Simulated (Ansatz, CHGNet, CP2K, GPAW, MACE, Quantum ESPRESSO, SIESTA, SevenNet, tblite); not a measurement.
# How far do other methods lie from plane waves? Random rutile alloy of IrO2 and SiO2 (96 atoms)

One geometry of random rutile alloy of IrO2 and SiO2 (96 atoms) is solved by several programs and methods. How far do their forces lie from a plane-wave PBE run?

Results are calculated, not measured.

### 1. The structure

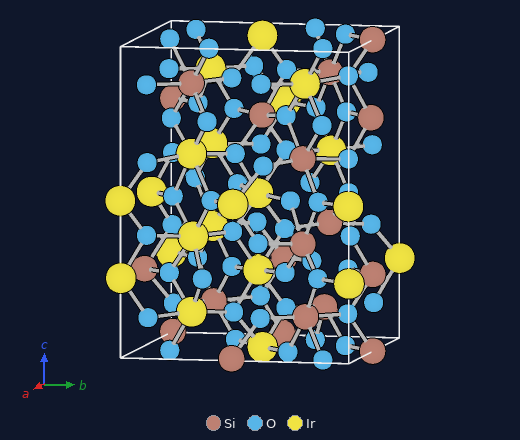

The cell (silicon pink, oxygen blue, iridium yellow). Bonds to atoms that aren't drawn are left out. Some periodic images of atoms are drawn too.

The cell holds 96 atoms (16 Si, 64 O and 16 Ir), with edges of 8.68, 8.68 and 11.64 Å. Recipe: rutile IrO2, 2 x 2 x 4 conventional cells, 16 of 32 Ir sites given to Si at random (x = 0.500), lattice by Vegard's rule (cell 4.338, 4.338, 2.909, 90, 90, 90); every coordinate displaced by a Gaussian of 0.07 Å. Then every atom was moved at random, 0.03 Å r.m.s. a Cartesian component. The density is 8.62 g/cm³.

### 2. The reference input

Quantum ESPRESSO 7.5: Kohn-Sham DFT, PBE, SSSP efficiency 1.3.0 pseudopotentials, plane waves. Its input, pw.in:

```
&control
  calculation = 'scf'
  pseudo_dir = './pseudo'
  outdir = './tmp'
  disk_io = 'none'
  tprnfor = .true.
  tstress = .true.
/
&system
  ibrav = 0
  nat = 96
  ntyp = 3
  ecutwfc = 60
  ecutrho = 480
  nosym = .true.
  occupations = 'smearing'
  smearing = 'fd'
  degauss = 0.003675
/
&electrons
  conv_thr = 4.8e-07
  electron_maxstep = 100
  mixing_beta = 0.2
  mixing_mode = 'local-TF'
  diagonalization = 'david'
/
ATOMIC_SPECIES
Si 28.085 Si.upf
O 15.999 O.upf
Ir 192.217 Ir.upf
CELL_PARAMETERS angstrom
8.67700 0.00000 0.00000
0.00000 8.67700 0.00000
0.00000 0.00000 11.63800
ATOMIC_POSITIONS crystal
Si 0.01742 0.01099 0.00359
Si 0.24768 0.24184 0.12526
O 0.14278 0.14045 0.98668
O 0.33844 0.35651 0.01146
[... 90 atom lines left out ...]
O 0.61521 0.91320 0.89068
O 0.91195 0.59612 0.88276
K_POINTS gamma
```

```console
$ OMP_NUM_THREADS=1 mpirun -np 4 pw.x -in pw.in > output.txt
```

The job ended after 4.5 min (4 MPI ranks of Arm Neoverse V2, shared host; peak memory 3.4 GiB).

It converged with an r.m.s. force component of 4.0 eV/Å and a pressure of 35 GPa.

### 3. What was run beside it

- CHGNet: machine-learned potential, published weights.
- CP2K 2026.2: Gaussian basis with GTH pseudopotentials and a plane-wave density; labels give functional, basis (MOLOPT sets; SR short-range, UZH the newer set with its own potentials), grid cutoff/relative cutoff and solver (OT: orbital transformation; TRS4, TC2, SIGN: linear-scaling purification with its sparsity filter), or its built-in tight binding.
- GPAW 26.7.0: PAW with atomic orbitals (LCAO), plane waves or a real-space grid of spacing h.
- MACE: machine-learned potential, published weights.
- Quantum ESPRESSO 7.5: plane waves; labels (QE) give functional, pseudopotential set and cutoffs of waves/density.
- SIESTA 5.4.2: numerical atomic orbitals, whose automatically made sets are far from complete, with PseudoDojo norm-conserving potentials that we converted to its format (checked against plane waves on the same files for H, C, O, Si, Ge and Ca alone); labels give functional, basis size, energy shift and mesh cutoff.
- SevenNet: machine-learned potential, published weights.
- tblite 0.8.0: extended tight binding, driven from Python.

All use the same cell and atoms, and the electronic-structure runs the same k-mesh.

### 4. All runs compared

Differences are against the reference: forces as r.m.s. over components, share as that over the reference's r.m.s. force, slope as the fitted ratio of a run's forces to the reference's.

```
                                                         run  Δ force, r.m.s. (meV/Å)  share (%)  slope  Δ pressure (GPa)  cores  CPU time  memory (GiB)
                                                   reference                        -          -      -                 -      4    18 min           3.4
                                      CHGNet 0.3.0 potential                      635       16.0  1.046              9.17      1     4.5 s           2.1
     CP2K PBE, DZVP-UZH, 210/50 Ry, diagonalisation (coarse)                      190       4.78  0.996             0.741      4    15 min           2.7
              CP2K PBE, DZVP-UZH, 600/50 Ry, diagonalisation                      104       2.63  0.995            -0.321      4    17 min           4.5
CP2K PBE, SZV-MOLOPT-SR, 600/50 Ry, diagonalisation (coarse)                     1487       37.4  1.297              35.2      2   6.1 min           2.2
                                GPAW PBE, LCAO dzp, h 0.18 Å                      207       5.21  1.022                 -      2   9.6 min           2.2
                       GPAW PBE, LCAO dzp, h 0.25 Å (coarse)                      279       7.01  1.025                 -      1     5 min          0.98
                   GPAW PBE, LCAO sz(dzp), h 0.18 Å (coarse)                     1128       28.4  1.181                 -      1     3 min           1.3
                  GPAW PBE, LCAO szp(dzp), h 0.18 Å (coarse)                      484       12.2  1.103                 -      1   6.3 min           1.6
                               GPAW RPBE, LCAO dzp, h 0.18 Å                      260       6.54  1.043                 -      2   9.6 min           2.2
                                MACE MP-0b3 medium potential                      567       14.3  0.952              1.10      1     8.4 s           1.4
                        QE PBE, sg15-1.2, 60/240 Ry (coarse)                     89.1       2.24  0.984             -20.0      4    12 min           1.6
         SIESTA PBE, DZ, shift 0.01 Ry, mesh 500 Ry (coarse)                      815       20.5  1.129              12.2      2   3.7 min           1.3
                 SIESTA PBE, DZP, shift 0.01 Ry, mesh 500 Ry                      215       5.42  1.042              5.51      4   9.1 min           2.4
         SIESTA PBE, SZ, shift 0.01 Ry, mesh 500 Ry (coarse)                     1511       38.0  1.186              16.0      1   2.4 min          0.84
                                     SevenNet l3i5 potential                      789       19.9  1.046              7.33      1      12 s           2.1
                                             tblite GFN1-xTB                     1072       27.0  0.774             -2.54      1     5.4 s          0.13
                                             tblite GFN2-xTB                     1577       39.7  0.633             -17.5      1      14 s          0.13
```

Rows marked coarse were listed beforehand as settings not expected to be converged; some can still land near the reference.

Times of the machine-learned potentials are mostly Python's start and the loading of weights.

Runs without a result: CP2K GFN1-xTB, diagonalisation (not converged).

CPU time is summed over cores on shared hosts, so it is rough.

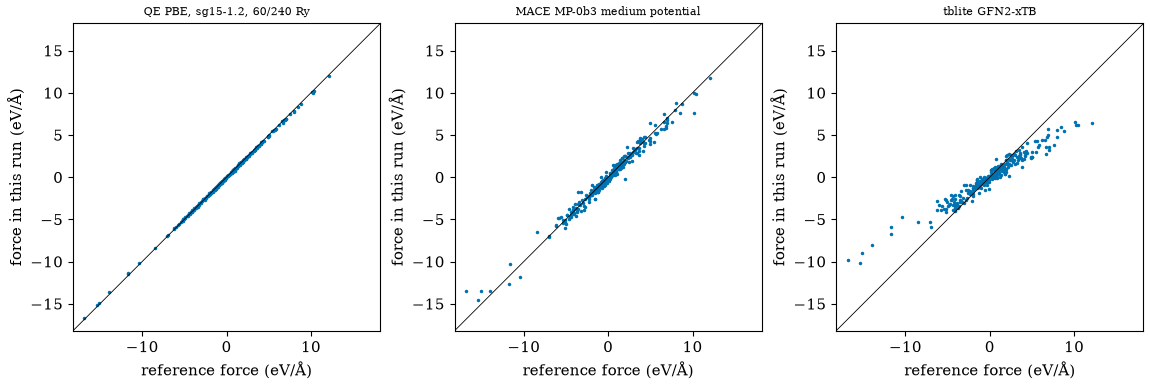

Force components against those of the reference; the line marks equality.

### 5. Findings

Forces lie from 2.2 % (QE PBE, sg15-1.2, 60/240 Ry, coarse) to 40 % (tblite GFN2-xTB) of the reference's r.m.s. force of 4.0 eV/Å away from it. The PBE runs in local orbitals, coarse settings apart, differ by 2.6 % (CP2K PBE, DZVP-UZH, 600/50 Ry, diagonalisation) to 5.4 % (SIESTA PBE, DZP, shift 0.01 Ry, mesh 500 Ry); basis, grid and potentials can all enter. Tight binding differs by 27 % (tblite GFN1-xTB) to 40 % (tblite GFN2-xTB); it is another model, with fitted parameters of its own, and the xTB methods hold dispersion. Machine-learned potentials differ by 14 % (MACE MP-0b3 medium potential) to 20 % (SevenNet l3i5 potential); they were trained on other programs' data.

Rows with another functional or a dispersion term differ by 6.5 % (GPAW RPBE, LCAO dzp, h 0.18 Å), which mixes the change of model with differences of basis and potentials. Runs with settings chosen to be coarse differ by 2.2 % (QE PBE, sg15-1.2, 60/240 Ry) to 38 % (SIESTA PBE, SZ, shift 0.01 Ry, mesh 500 Ry), their programs' other errors included. CP2K PBE, SZV-MOLOPT-SR, 600/50 Ry, diagonalisation stiffens the forces by a factor of 1.30 while following their directions (correlation 0.985); the slopes of the 3 CP2K runs lie between 1.00 and 1.30. From CP2K PBE, DZVP-UZH, 210/50 Ry, diagonalisation to the finer CP2K PBE, DZVP-UZH, 600/50 Ry, diagonalisation the share falls from 4.8 to 2.6 %. From GPAW PBE, LCAO dzp, h 0.25 Å to the finer GPAW PBE, LCAO dzp, h 0.18 Å the share falls from 7.0 to 5.2 %. Pressures at PBE, coarse settings apart, lie -0.32 to +5.51 GPa from the reference's. A pressure off by over 25 GPa (CP2K PBE, SZV-MOLOPT-SR, 600/50 Ry, diagonalisation) is no usable stress for this cell.

Caveats: Periodic xTB results under one method name differ between programs and library versions. The potentials hold different valence shells: 688 electrons in the reference, 720 in CP2K with SZV-MOLOPT-SR, 720 in Quantum ESPRESSO with SG15 and 720 in SIESTA; this bears on time and differences. The reference's pressure holds the uncorrected Pulay stress of its 60 Ry basis, so small pressure differences may be the reference's own error. Machine-learned potentials mimic data converged in k, so the reference's own k-point error enters their differences. The reference's stress is far from hydrostatic: its diagonal is 30.5, 30.9, 44.0 GPa, compression counted positive. The host structure and its lattice constant were typed by rule, without a check against the phase diagram. The runs have no spin polarisation, so moments on Ir can't form, and no Hubbard term. The electronic-structure runs sample only Γ, in a cell whose shortest periodic width is 9 Å, which is coarse for a cell with partly filled levels. Spin–orbit coupling is left out, which matters for the levels of the heavy elements. The reference's pressure of 35 GPa reflects the volume that the recipe set, positions that aren't this level's minimum and the coarse k-sampling. Where levels are smeared, the DFT runs use Fermi–Dirac occupations at 580 K (0.05 eV), and energies are free energies. The atoms were displaced at random, and shares hang on the size of the forces that this gives. The reference's cutoffs and mesh weren't converged further here.

[Logs are printed without paths, hosts, clocks, repeated set-up lines and the standing remarks that a program may print on its own settings, such as how far it seeks lower states.]

[Hosts, paths, dates, database ids (printed as entryN), source tags and the programs' standing remarks are cut or masked in the printed files.]

[Cells were taken only where this reference lay near another plane-wave run.]
